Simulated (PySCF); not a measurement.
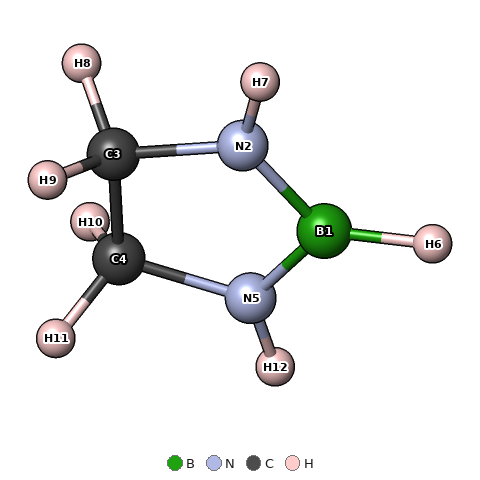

Structure of C₂H₇BN₂, SMILES B1NCCN1.

Kohn-Sham orbital energies near the frontier, PBE0/def2-SVPD, PySCF 2.14.0, at a GFN2-xTB geometry (no frequency check), isolated molecule; empty levels in grey, levels within 0.03 eV side by side.

### Where do the frontier orbitals lie?

HOMO at −5.95 eV, LUMO at 0.64 eV, 6.59 eV apart.

### List the levels with the atoms that carry most of them (a dash for levels above zero or within 0.03 eV of another, where shares mean little).

```tsv
orbital	energy (eV)	Löwdin shares
LUMO	0.64	–
HOMO	−5.95	N2/N5 33 % each, B1 6 %
HOMO−1	−8.32	N5/N2 27 % each, B1 17 %
HOMO−2	−9.64	B1 35 %, H6 31 %, C3/C4 7 % each
```

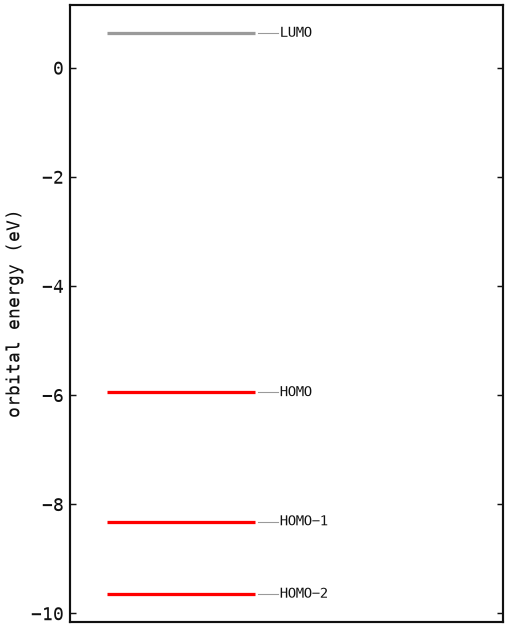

Caveats: the tight-binding geometry is rougher than a DFT one and adds to the error; one conformer of a flexible molecule; empty levels above zero depend strongly on the basis.
